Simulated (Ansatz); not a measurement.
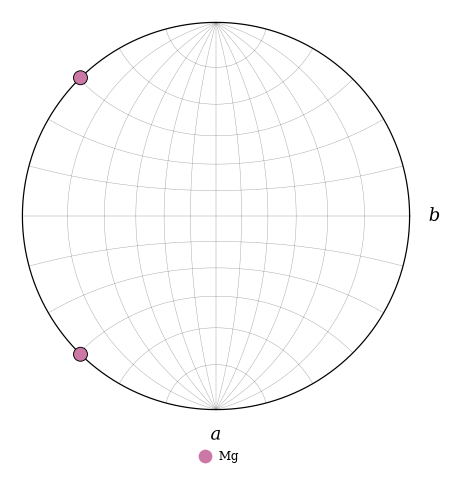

Crystal: MgO₃, the input geometry of an electronic-structure calculation (not necessarily at equilibrium); the starting structure was generated, so it need not be a known form of this composition. Directions from one oxygen atom at (1/2, 0.261, 0) to its bonded neighbours, in stereographic projection down c (filled: above the plane of the page or in it, open: below). The drawing is computed from the coordinates (standard cell, symmetry found to 0.002 Å).

Neighbours are counted up to 2.51 Å for Mg.

```
Mg O
1.0
     2.80116    0.00000    0.00000
     0.00000    5.25559    0.00000
     0.00000    0.00000    6.60364
Mg O
1 3
Direct
  0.00000 0.00000 0.00000
  0.50000 0.26119 0.00000
  0.00000 0.50000 0.00000
  0.50000 0.73881 0.00000
```

### How many neighbours are there, and at what angles?

2: 2 Mg at 1.96 Å. Angles between bonds: 91° (1×).

### What is the site's symmetry in the crystal?

Point group mm2 (C2v), order 4: one twofold axis, two mirror planes. In No. 47, Pmmm this is Wyckoff position 2o.
